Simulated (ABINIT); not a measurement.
Band structure of Rh (Fm-3m, 1 atom in the cell).

```
Rh
1.0
    0.00000     1.85960     1.85960
    1.85960     0.00000     1.85960
    1.85960     1.85960     0.00000
Rh
1
Direct
  0.00000   0.00000   0.00000
```

Level of theory: PBE, norm-conserving pseudopotentials (PseudoDojo nc-sr-05 PBE standard) (plane waves; ABINIT).

Settings: pseudos = [Rh.upf]; ecut = 1197 eV; occopt = 7; tsmear = 0.2 eV; ngkpt = 12 12 12; nshiftk = 1; shiftk = 0 0 0; potentials = PseudoDojo nc-sr-05 PBE standard; kptopt = 1; nstep = 80; tolvrs1 = 1e-11; ndtset = 2; getden2 = 1.

The starting cell comes from a database of computed structures (which also holds hypothetical and non-ambient phases and stackings), without a prior relaxation at this level. Its lattice was rescaled by a random factor within 2.5 % of one. Spin polarisation is off.

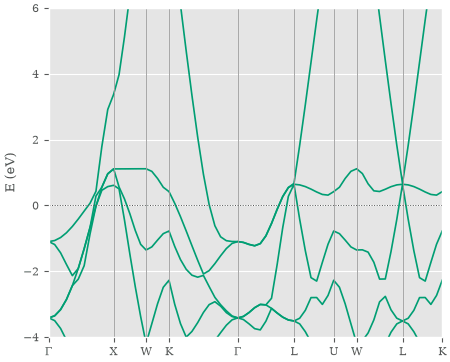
Figure: Bands along the path, energies from the Fermi level.

Levels in eV from the Fermi level, bands 5 to 12:
```json
[
 {"point": "Γ", "5": "-8.45", "6": "-3.42", "7": "-3.42", "8": "-3.42", "9": "-1.10", "10": "-1.10", "11": "16.13", "12": "21.92"},
 {"point": "X", "5": "-6.98", "6": "-6.58", "7": "0.61", "8": "1.11", "9": "1.11", "10": "3.37", "11": "13.14", "12": "13.80"},
 {"point": "W", "5": "-5.56", "6": "-4.20", "7": "-4.20", "8": "-1.36", "9": "1.11", "10": "10.16", "11": "10.16", "12": "11.96"},
 {"point": "K", "5": "-6.10", "6": "-5.26", "7": "-2.28", "8": "-0.78", "9": "0.42", "10": "8.36", "11": "9.05", "12": "12.80"},
 {"point": "L", "5": "-6.70", "6": "-3.51", "7": "-3.51", "8": "0.64", "9": "0.64", "10": "0.67", "11": "9.36", "12": "15.63"},
 {"point": "U", "5": "-6.10", "6": "-5.26", "7": "-2.28", "8": "-0.78", "9": "0.42", "10": "8.36", "11": "9.05", "12": "12.80"}
]
```

Bands cross the Fermi level along this path, so the cell is metallic at this level.
